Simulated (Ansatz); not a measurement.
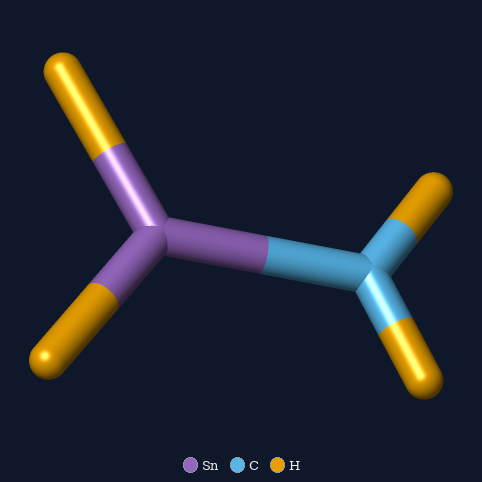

The picture shows a molecular structure as a stick model. Every bond is drawn as one stick, whatever its order.

Give the formula.

CH4Sn, 6 atoms: 1 carbon, 4 hydrogen and 1 tin.

Count the bonded pairs by element.

2 C–H, 2 Sn–H, 1 C–Sn. Sticks follow a distance rule.

What is the point group of this geometry?

C2v.

The parts below concern this one geometry. Atoms keep their numbers from picture to picture. Computed geometry: PBE0-D4/def2-TZVP optimisation.

### Shape

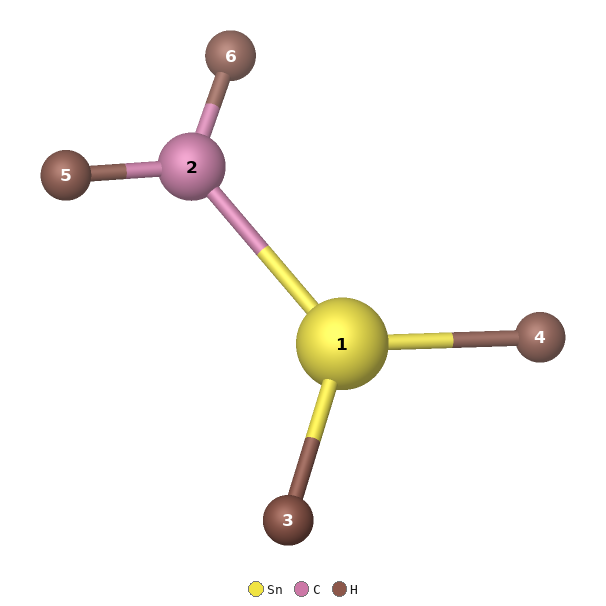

Atoms carry their numbers in the input.

List the bonds and their lengths.

```csv
bond,length (Å)
Sn1–C2,1.948
Sn1–H3,1.694
Sn1–H4,1.694
C2–H5,1.082
C2–H6,1.082
```

### Electronic properties

Properties computed with RKS PBE0-D4/def2-TZVPP, core potentials on Sn (Ansatz 0.2.0).

Give the HOMO energy (Kohn–Sham orbital) at this level.

−6.10 eV.

What is the HOMO–LUMO gap?

4.52 eV.

### Vibrations

Harmonic vibrations computed with RKS PBE0-D4/def2-TZVP, core potentials on Sn (Ansatz 0.2.0) at a stationary point of the same level.

How many vibrational modes are there, and where do they lie?

12 modes: 227, 369, 648, 674, 680, 752, 768, 1359, 1979, 1984, 3174, 3290 cm⁻¹.

### Dipole moment

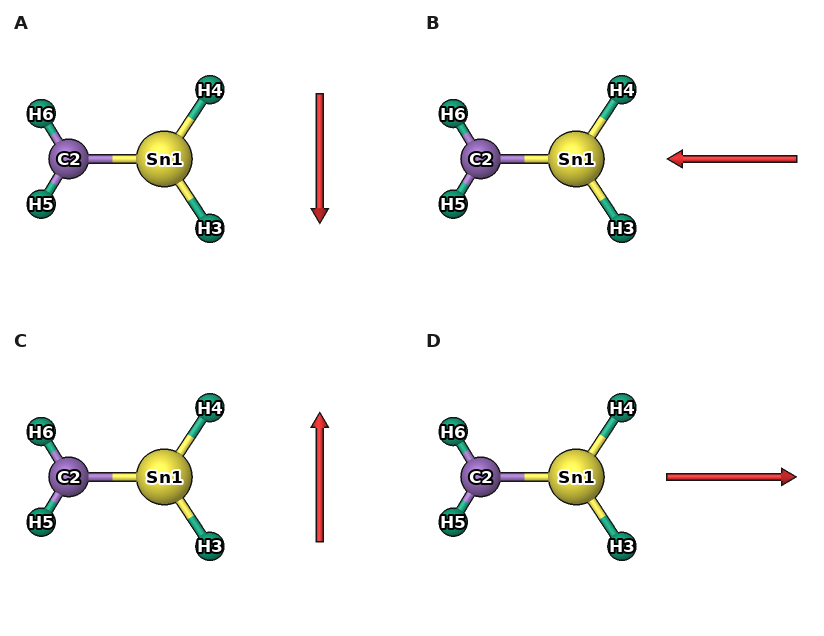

The same molecule four times, each with an arrow. Method: RKS PBE0-D4/def2-TZVP, core potentials on Sn (Ansatz 0.2.0).

Which arrow points along the dipole moment, from the negative to the positive end?

D. The dipole moment is 0.98 D; it points from the side of H5, H6 to the side of H3, H4 (the outermost atoms at the two ends).
